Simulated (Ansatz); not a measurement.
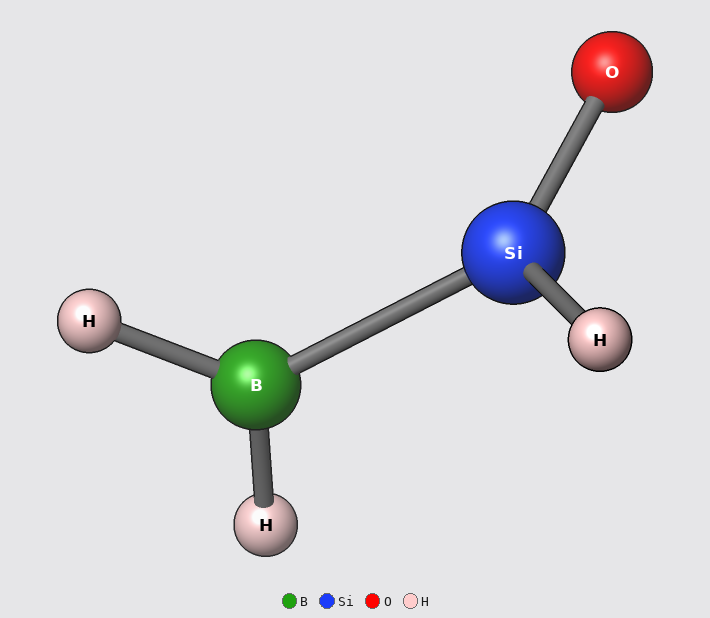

A ball-and-stick model of a molecule.

The geometry was computed by an optimisation with PBE0-D4/def2-TZVP. No frequency run is at hand to confirm it as a minimum.

Describe the molecule.

Formula BH₃OSi. This geometry has Cs symmetry. Coordination: 1 B trigonal planar; 1 Si trigonal planar.

More results for the same structure follow; atom numbers are the same in all pictures, views and colours differ.

### Shape

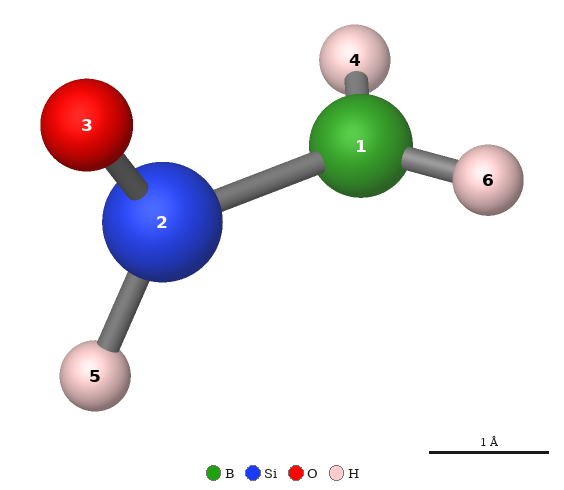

The atoms are numbered. No frequency run is at hand to confirm it as a minimum.

Give these bond angles: Si2–B1–H4, H4–B1–H6, B1–Si2–O3, B1–Si2–H5, O3–Si2–H5.

```json
{"angle": "Si2–B1–H4", "degrees": "120.7"}
{"angle": "H4–B1–H6", "degrees": "118.5"}
{"angle": "B1–Si2–O3", "degrees": "120.2"}
{"angle": "B1–Si2–H5", "degrees": "116.9"}
{"angle": "O3–Si2–H5", "degrees": "122.9"}
```

### Electronic properties

No frequency run is at hand to confirm it as a minimum. Properties computed with RKS PBE0-D4/def2-TZVPP (Ansatz 0.2.0).

Give the HOMO energy (Kohn–Sham orbital) at this level.

Answer. −7.77 eV.

What is the LUMO energy (Kohn–Sham orbital)?

Answer. −3.15 eV.

### Charges

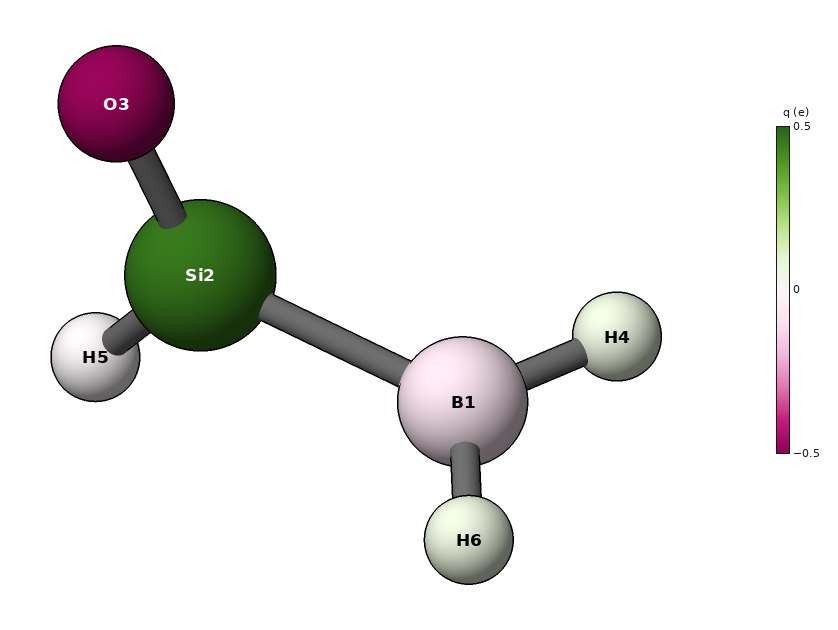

Atoms are coloured by their Mulliken charges. No frequency run is at hand to confirm it as a minimum. Method: RKS PBE0-D4/def2-TZVP (Ansatz 0.2.0).

List the Mulliken charges.

```json
{"atom": "B1", "value (e)": "−0.07"}
{"atom": "Si2", "value (e)": "0.46"}
{"atom": "O3", "value (e)": "−0.48"}
{"atom": "H4", "value (e)": "0.06"}
{"atom": "H5", "value (e)": "−0.02"}
{"atom": "H6", "value (e)": "0.06"}
```

### Dipole moment

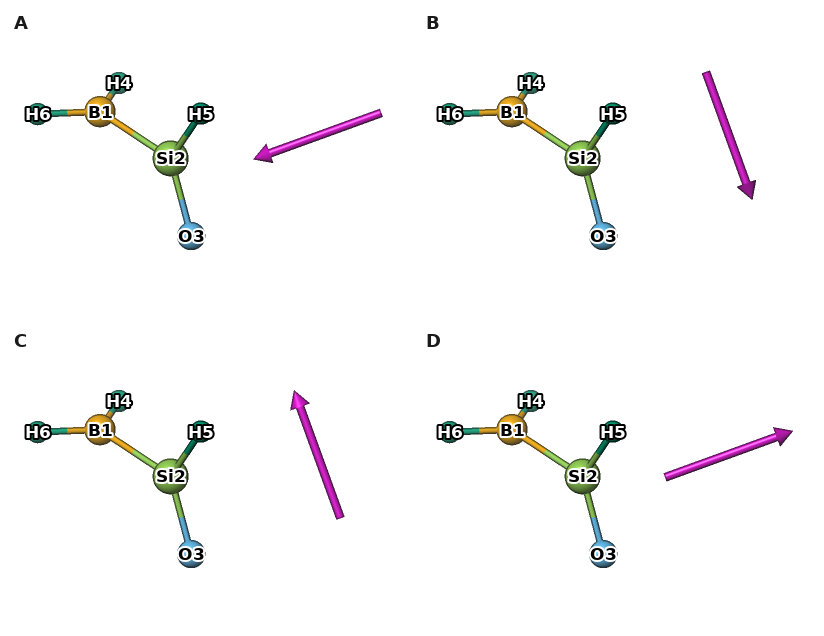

The same molecule four times, each with an arrow. No frequency run is at hand to confirm it as a minimum. Level of theory: RKS PBE0-D4/def2-TZVP (Ansatz 0.2.0).

Which arrow points along the dipole moment, from the negative to the positive end?

Answer. C. The dipole moment is 4.02 D; it points from the side of O3 to the side of H4, H6 (the outermost atoms at the two ends).

Mulliken values depend strongly on the basis set and can even reverse the polarity of a bond.
